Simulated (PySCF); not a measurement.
# C₄H₄N₂: excited states, first hyperpolarisability

What do calculations give for the excited states, first hyperpolarisability of C₄H₄N₂ (`N#CCC1=NC1`)?

Computed with PySCF 2.14.0 and routines of our own; the level stands in each step. Atoms count from 0.

## 1. The starting structure

10 atoms, charge 0, multiplicity 1; geometry from: GFN2-xTB.

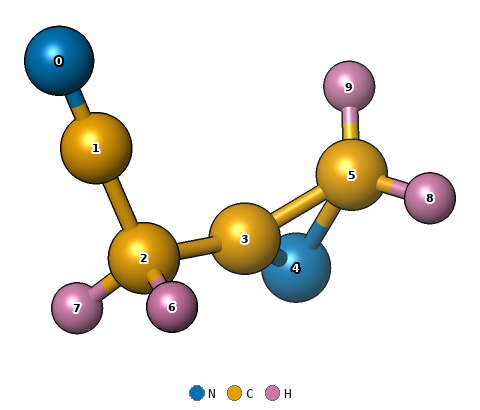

The starting geometry (nitrogen blue, carbon amber, hydrogen pink).

## 2. Excited states: TDA wB97X-D/def2-SVP

The job: settings as JSON, then the geometry in Å.

```
{"job": {"kind": "states", "xc": "wB97X-D", "basis": "def2-SVP", "tda": true, "soc": true, "nstates": 5, "ntriplets": 5, "nquad": 4}, "charge": 0, "multiplicity": 1}
N     -1.954074     1.912933     0.467403
C     -1.571968     0.873327     0.192431
C     -1.072526    -0.437030    -0.163190
C      0.384271    -0.396142    -0.331528
N      1.362807    -0.754620    -1.027786
C      1.653482     0.068333     0.198188
H     -1.317051    -1.132323     0.649526
H     -1.555356    -0.780511    -1.084203
H      2.113416    -0.441259     1.034800
H      1.965881     1.091946     0.041831
```

Method: TDA wB97X-D/def2-SVP excited states, vertical, gas phase, spin-orbit mean-field couplings.

Command:

```console
OMP_NUM_THREADS=1 python excited_run.py task.json out
```

The driver reads the jobs from task.json and runs them one after another.

The program printed:

```text
coarse grid: 8952 points
cycle   1  E = -263.7904593212  dE =  1.173e+00  |g| = 6.517e-01  |ddm| = 3.601e+00
cycle   2  E = -263.6437292931  dE =  1.467e-01  |g| = 1.097e+00  |ddm| = 1.553e+00
cycle   3  E = -263.9033128836  dE = -2.596e-01  |g| = 4.352e-02  |ddm| = 9.166e-01
cycle   4  E = -263.9037821863  dE = -4.693e-04  |g| = 2.343e-02  |ddm| = 1.016e-01
cycle   5  E = -263.9038942211  dE = -1.120e-04  |g| = 1.213e-02  |ddm| = 2.968e-02
cycle   6  E = -263.9039262353  dE = -3.201e-05  |g| = 2.866e-03  |ddm| = 1.662e-02
cycle   7  E = -263.9039292345  dE = -2.999e-06  |g| = 1.197e-03  |ddm| = 5.700e-03
final grid: 88304 points
cycle   8  E = -263.9408109375  dE = -6.532e-05  |g| = 5.125e-03  |ddm| = 3.329e-02
cycle   9  E = -263.9408059060  dE =  5.032e-06  |g| = 7.285e-03  |ddm| = 1.181e-02
cycle  10  E = -263.9408168435  dE = -1.094e-05  |g| = 7.477e-04  |ddm| = 5.850e-03
cycle  11  E = -263.9408169675  dE = -1.240e-07  |g| = 3.200e-04  |ddm| = 1.227e-03
cycle  12  E = -263.9408169933  dE = -2.584e-08  |g| = 9.319e-05  |ddm| = 5.576e-04
cycle  13  E = -263.9408169955  dE = -2.161e-09  |g| = 3.485e-05  |ddm| = 1.189e-04
cycle  14  E = -263.9408169959  dE = -4.366e-10  |g| = 1.151e-05  |ddm| = 7.033e-05
converged SCF energy = -263.9408169959

Singlet excitations
state   eV       nm        f     d(h-e)  d(exc)  Lambda  PR(NTO)  |dmu|/D   mu/D   main configurations
  1   5.3667   231.0   0.00078   0.573   2.089   0.520   1.003    1.690    2.691   H->L 0.95
  2   7.5758   163.7   0.11386   0.836   2.426   0.706   1.254    2.514    3.136   H-1->L 0.86
  3   7.9357   156.2   0.00363   0.528   2.256   0.522   1.484    1.748    2.297   H-2->L 0.39, H-2->L+1 0.21, H-2->L+2 0.10
  4   8.0550   153.9   0.00071   0.376   2.296   0.484   1.507    1.196    1.800   H-3->L 0.35, H-5->L 0.30, H-3->L+2 0.09
  5   8.3911   147.8   0.00143   0.250   2.247   0.563   1.659                     H-2->L+1 0.45, H-3->L+1 0.17

Triplet excitations (Tamm-Dancoff)
state   eV     d(h-e)  d(exc)  Lambda  PR(NTO)   main configurations
  1   4.5856   0.564   2.028   0.516   1.002   H->L 0.93
  2   4.7523   0.405   1.972   0.708   1.007   H-1->L 0.89
  3   6.6447   0.290   1.875   0.611   2.005   H-3->L+1 0.28, H-2->L+2 0.22, H-2->L 0.09
  4   7.2607   0.322   2.040   0.583   2.119   H-3->L+1 0.28, H-2->L 0.25, H-2->L+1 0.14
  5   7.3010   0.339   1.981   0.564   1.957   H-2->L+1 0.25, H-3->L 0.19, H-3->L+2 0.18
S1 - T1 = 0.7812 eV

Spin-orbit couplings |<S|Hso|T>| (cm-1)
             T1       T2       T3       T4       T5
S0       27.910    1.272    3.327   13.097    4.673
S1        1.817   12.230    2.736    8.354    3.768
S2       13.859    0.565    1.684    3.986    2.187
S3        7.868    4.232    1.833    6.263   16.405
S4       16.371    9.527    1.226   13.439   11.598
S5        4.129    3.131    3.199   35.483    1.964
T1 sublevels (cm-1): 0.000 0.010 0.149   radiative rates (1/s): 0.498 2.95 149
```

It took 8.7 s on 1 thread of Arm Neoverse V1, shared host; peak memory 0.5 GiB.

Key values:

```
  quantity    value
S1 less T1  0.78 eV
```

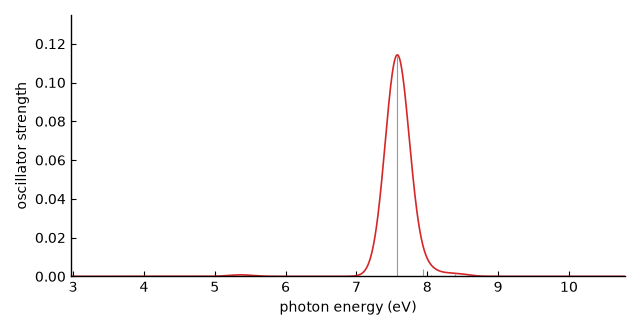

Absorption lines of the singlets. Lines are broadened to a width of 0.40 eV (Gaussian).

## 3. First hyperpolarisability: quadratic response BHandHLYP/aug-cc-pVDZ

The job, as its differences from that of step 2:

```diff
@@ -1,2 +1,2 @@
-{"job": {"kind": "states", "xc": "wB97X-D", "basis": "def2-SVP", "tda": true, "soc": true, "nstates": 5, "ntriplets": 5, "nquad": 4}, "charge": 0, "multiplicity": 1}
+{"job": {"kind": "beta", "xc": "BHandHLYP", "basis": "aug-cc-pVDZ", "wavelengths": [1550, 1064, 694.3]}, "charge": 0, "multiplicity": 1}
 N     -1.954074     1.912933     0.467403
```

With the program's defaults for keys left out, this is: quadratic response BHandHLYP/aug-cc-pVDZ first hyperpolarisability, Taylor convention, gas phase.

The program printed:

```text
coarse grid: 8952 points
cycle   1  E = -263.9988564455  dE =  1.240e+00  |g| = 5.637e-01  |ddm| = 8.711e+00
cycle   2  E = -263.8681387964  dE =  1.307e-01  |g| = 9.983e-01  |ddm| = 2.213e+00
cycle   3  E = -264.0878202602  dE = -2.197e-01  |g| = 3.775e-02  |ddm| = 1.514e+00
cycle   4  E = -264.0882219524  dE = -4.017e-04  |g| = 2.306e-02  |ddm| = 2.179e-01
cycle   5  E = -264.0883406875  dE = -1.187e-04  |g| = 9.120e-03  |ddm| = 6.581e-02
cycle   6  E = -264.0883584735  dE = -1.779e-05  |g| = 3.075e-03  |ddm| = 2.067e-02
cycle   7  E = -264.0883607943  dE = -2.321e-06  |g| = 1.454e-03  |ddm| = 7.143e-03
final grid: 88304 points
cycle   8  E = -264.1041214494  dE = -7.352e-06  |g| = 2.435e-03  |ddm| = 9.150e-02
cycle   9  E = -264.1041210290  dE =  4.204e-07  |g| = 2.969e-03  |ddm| = 1.371e-02
cycle  10  E = -264.1041229182  dE = -1.889e-06  |g| = 6.006e-04  |ddm| = 5.417e-03
cycle  11  E = -264.1041229977  dE = -7.954e-08  |g| = 1.480e-04  |ddm| = 1.133e-03
cycle  12  E = -264.1041230014  dE = -3.682e-09  |g| = 9.009e-05  |ddm| = 4.821e-04
cycle  13  E = -264.1041230033  dE = -1.929e-09  |g| = 1.757e-05  |ddm| = 1.597e-04
cycle  14  E = -264.1041230034  dE = -1.045e-10  |g| = 8.140e-06  |ddm| = 4.492e-05
converged SCF energy = -264.1041230034

Lowest singlets (eV, f): 5.3353 0.0003  7.0500 0.0758  7.4250 0.0553

First hyperpolarisability (au)
process     nm      |vector|   parallel      HRS      DR
static         -       41.89     -12.01      27.28   2.271
shg       1550.0       45.38     -13.16      28.92   2.319
eope      1550.0       43.01     -12.38          -       -
shg       1064.0       49.84     -14.62      30.98   2.379
eope      1064.0       44.31     -12.81          -       -
shg        694.3       64.73     -19.41      37.63   2.565
eope       694.3       47.93      -14.0          -       -
```

It took 18 s on 1 thread of Arm Neoverse V1, shared host; peak memory 0.59 GiB.

## 4. Outcome

```
                                                   quantity                                                              value
                  S1 less T1 (step 2, TDA wB97X-D/def2-SVP)                                                            0.78 eV
β vector (step 3, quadratic response BHandHLYP/aug-cc-pVDZ)  static 42, SHG 1550.0 nm 45, SHG 1064.0 nm 50, SHG 694.3 nm 65 au
```

**Reading.** In step 2, the number of triplets below S1 is 2, and the largest singlet-triplet spin-orbit coupling is S5–T4, 35.48 cm⁻¹. β grows from 42 au (static) to 65 au for doubling at 694.3 nm: normal dispersion, which grows as twice the photon energy moves toward the bright states.
